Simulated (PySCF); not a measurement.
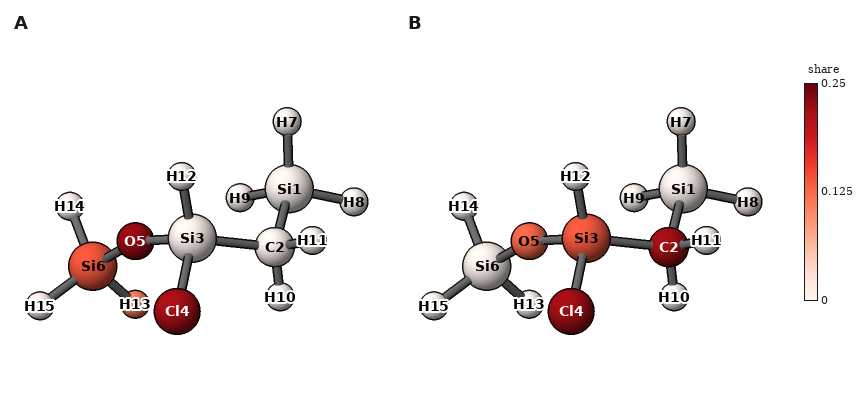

Each panel colours the atoms by their Löwdin share in one orbital (up to four of the largest shares; other atoms are shown as zero). The computed structure is the end point of a GFN2-xTB optimisation. No frequency run is at hand to confirm it as a minimum. Computed with B3LYP/def2-SVPD (PySCF 2.14.0).

### The panels show the HOMO−2, HOMO, in some order. Which is which?

A: HOMO−2, −8.89 eV; O5 0.22, Cl4 0.21, Si6 0.14, H13 0.11
B: HOMO, −8.20 eV; C2 0.22, Cl4 0.22, Si3 0.14, O5 0.12

The geometry is semi-empirical. Around Si such bond lengths and angles can be off by a tenth of an ångström or more and by several degrees, and values that hang on the shape move with them.
